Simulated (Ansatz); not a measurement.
The structure below was relaxed with PBE (Ansatz, a quantum-chemistry and plane-wave program, PAW, spin-orbit coupling left out), at pressure 45 GPa.

```
CELL_PARAMETERS angstrom
      4.93477     0.00000     0.00000
     -2.46739     4.27364     0.00000
      0.00000     0.00000     3.94334
ATOMIC_POSITIONS crystal
  Co 0.50000 0.00000 0.00000
  Co 0.50000 0.50000 0.00000
  Co 0.00000 0.50000 0.00000
  Sn 0.00000 0.00000 0.00000
  Sn 0.33333 0.66667 0.50000
  Sn 0.66667 0.33333 0.50000
```

**Question.** Find the space group and the Wyckoff positions.

**Answer.** Space group P6/mmm (No. 191); a = b = 4.9348 Å, c = 3.9433 Å, α = β = 90.00°, γ = 120.00°

```csv
atom,site,symmetry,x,y,z
Co,3f,mmm,0.0000,0.5000,0.0000
Sn,1a,6/mmm,0.0000,0.0000,0.0000
Sn,2d,-6m2,0.3333,0.6667,0.5000
```

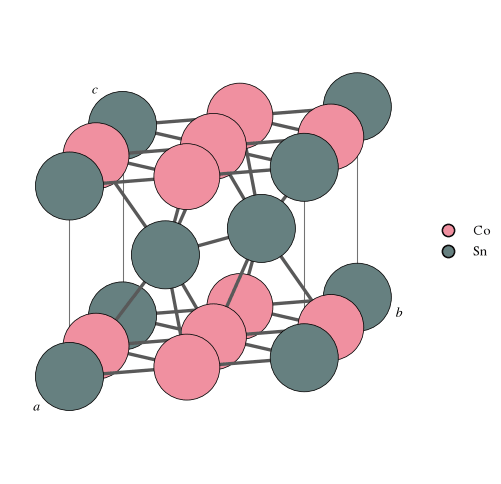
Figure: The conventional cell

Load acts through the strain it causes; cell and atoms are relaxed under it. Stability against distortions was not tested. Competing high-pressure phases were not computed. The final runs are not spin-polarised. The cell was made from CoSn (space group P6/mmm, No. 191; non-magnetic) by this change: pressure 45 GPa.
